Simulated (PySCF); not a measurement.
**NMR shielding calculation, with input and output: C$_{5}$H$_{14}$Si$_{2}$**

C$_{5}$H$_{14}$Si$_{2}$, SMILES C=C[SiH2][SiH2]C(C)C, computed with GIAO PBE0/pcSseg-1 NMR shielding, non-relativistic, gas phase (PySCF 2.14.0).

The geometry comes from this level: GFN2-xTB. Figures and captions count atoms from 1; the log counts them from 0 in places.

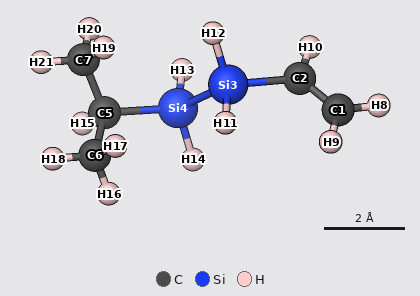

Figure 1. The structure (ball-and-stick view, seen at a tilt; atoms are numbered from 1 in the order of the input).

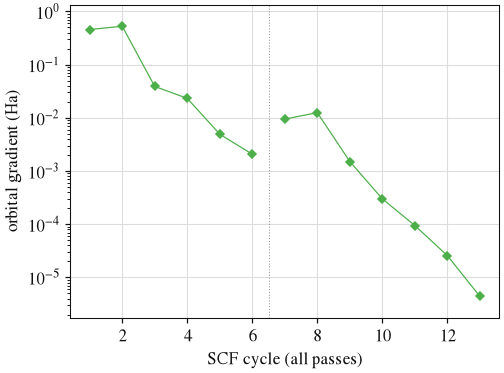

Figure 2. Convergence of the self-consistent field: orbital gradient against the SCF cycle. The dotted line marks the change from a coarse to the final integration grid. The first 6 cycles use a coarse grid, the final grid takes over at cycle 7, and the field converges after 13 cycles in all.

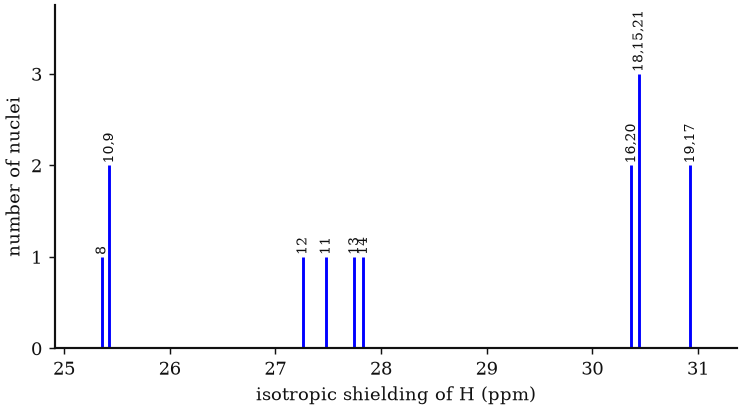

Figure 3. Isotropic shieldings of the hydrogen nuclei in this fixed geometry, labelled by atom number; shielding grows to the right, so chemical shift grows to the left. The least shielded is H8 (25.4 ppm), the most shielded H17 (30.9 ppm).

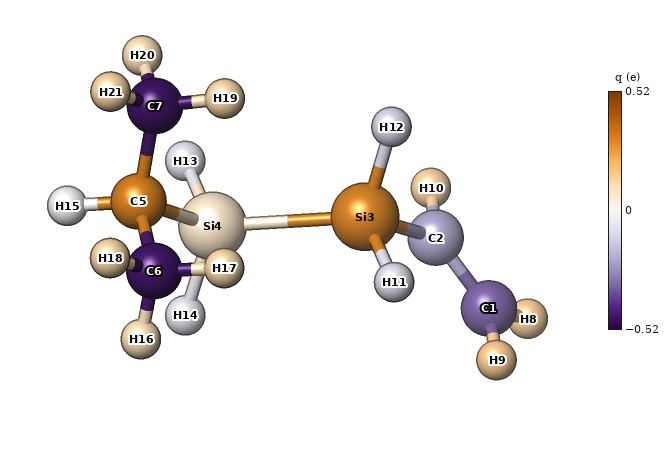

Figure 4. ESP-fitted charges, as the colour of each atom (ball-and-stick view, seen at a tilt; atoms are numbered from 1 in the order of the input). By element: C −0.49 to +0.34, Si +0.08 to +0.34 and H −0.11 to +0.17 e.

The input and output of the run follow.

Input:
```
{"job": {"xc": "PBE0", "basis": "pcSseg-1", "kind": "nmr", "pop": true}, "charge": 0, "multiplicity": 1}
C      4.078106    -0.078804     0.234789
C      3.000353     0.527834     0.704997
Si     1.274815    -0.220245     0.759613
Si    -0.127575     0.930288    -0.684787
C     -1.908938     0.229749    -0.615040
C     -1.947484    -1.228758    -1.060376
C     -2.504344     0.368144     0.782620
H      5.050756     0.389924     0.205774
H      4.035607    -1.087322    -0.144320
H      3.105873     1.542292     1.073025
H      1.407159    -1.652618     0.449784
H      0.835237    -0.149559     2.164958
H     -0.228817     2.366144    -0.370701
H      0.300104     0.868072    -2.092793
H     -2.538070     0.804874    -1.303464
H     -1.552007    -1.337115    -2.068375
H     -1.353694    -1.850059    -0.391238
H     -2.969142    -1.608946    -1.054565
H     -1.928264    -0.209963     1.503840
H     -2.506782     1.408386     1.102185
H     -3.531814     0.004628     0.803602
```

The first line tells a small driver script what to run in PySCF; the rest is the geometry in Å.

Command:
```bash
OMP_NUM_THREADS=1 python <driver script> task.json out
```

What the program printed:
```
coarse grid: 17360 points
cycle   1  E = -777.2776413969  dE =  3.017e-01  |g| = 4.575e-01  |ddm| = 3.899e+00
cycle   2  E = -777.2602292791  dE =  1.741e-02  |g| = 5.276e-01  |ddm| = 8.560e-01
cycle   3  E = -777.3346653248  dE = -7.444e-02  |g| = 3.902e-02  |ddm| = 4.912e-01
cycle   4  E = -777.3349165675  dE = -2.512e-04  |g| = 2.323e-02  |ddm| = 5.338e-02
cycle   5  E = -777.3350471464  dE = -1.306e-04  |g| = 4.930e-03  |ddm| = 2.281e-02
cycle   6  E = -777.3350529099  dE = -5.763e-06  |g| = 2.074e-03  |ddm| = 6.341e-03
final grid: 155104 points
cycle   7  E = -777.3764896918  dE = -3.238e-05  |g| = 9.498e-03  |ddm| = 2.629e-02
cycle   8  E = -777.3764720811  dE =  1.761e-05  |g| = 1.252e-02  |ddm| = 1.848e-02
cycle   9  E = -777.3765128975  dE = -4.082e-05  |g| = 1.511e-03  |ddm| = 1.086e-02
cycle  10  E = -777.3765134800  dE = -5.824e-07  |g| = 3.003e-04  |ddm| = 1.424e-03
cycle  11  E = -777.3765135004  dE = -2.046e-08  |g| = 9.463e-05  |ddm| = 2.928e-04
cycle  12  E = -777.3765135025  dE = -2.091e-09  |g| = 2.570e-05  |ddm| = 9.712e-05
cycle  13  E = -777.3765135027  dE = -1.601e-10  |g| = 4.410e-06  |ddm| = 2.990e-05
converged SCF energy = -777.3765135027

GIAO shielding tensors (ppm)
atom      isotropic    diamagn.    paramagn.     s11        s22        s33       span
  0 C       43.436     251.524    -208.088    -82.402     52.964    159.745    242.147
  1 C       49.207     262.121    -212.913    -68.921     38.213    178.331    247.252
  2 Si     428.014     882.981    -454.967    385.401    422.346    476.295     90.894
  3 Si     410.775     882.924    -472.150    375.130    385.683    471.511     96.381
  4 C      171.177     251.979     -80.802    166.924    172.380    174.226      7.302
  5 C      163.447     249.339     -85.892    150.125    154.788    185.428     35.303
  6 C      163.556     248.917     -85.360    150.122    155.146    185.401     35.279
  7 H       25.356      26.450      -1.094     21.912     24.686     29.470      7.558
  8 H       25.436      31.370      -5.933     21.576     24.707     30.026      8.450
  9 H       25.419      30.534      -5.114     23.186     24.635     28.437      5.251
 10 H       27.478      32.153      -4.675     23.755     27.355     31.325      7.570
 11 H       27.258      30.853      -3.595     23.523     26.854     31.397      7.873
 12 H       27.748      31.777      -4.029     24.119     26.140     32.985      8.866
 13 H       27.831      31.869      -4.039     24.312     26.229     32.952      8.640
 14 H       30.438      32.046      -1.607     26.910     27.472     36.933     10.023
 15 H       30.361      31.315      -0.954     25.832     28.235     37.015     11.183
 16 H       30.932      32.405      -1.473     26.519     30.734     35.543      9.024
 17 H       30.435      30.029       0.406     25.975     27.739     37.591     11.615
 18 H       30.922      31.996      -1.074     26.577     30.754     35.435      8.858
 19 H       30.378      30.827      -0.448     25.752     28.298     37.085     11.334
 20 H       30.445      29.741       0.704     26.021     27.710     37.605     11.584
```

Key numbers:

| quantity | value |
| --- | --- |
| outcome | converged |
| total energy | −777.376514 hartree |
| HOMO | −7.52 eV |
| LUMO | −0.40 eV |
| dipole moment | 0.25 D |
| isotropic shielding, C | 43.4 to 171.2 ppm |
| isotropic shielding, Si | 410.8 to 428.0 ppm |
| isotropic shielding, H | 25.4 to 30.9 ppm |
| hardware | 1 CPU thread, shared host |
| wall time | 31 s |
| peak memory | 0.89 GiB |
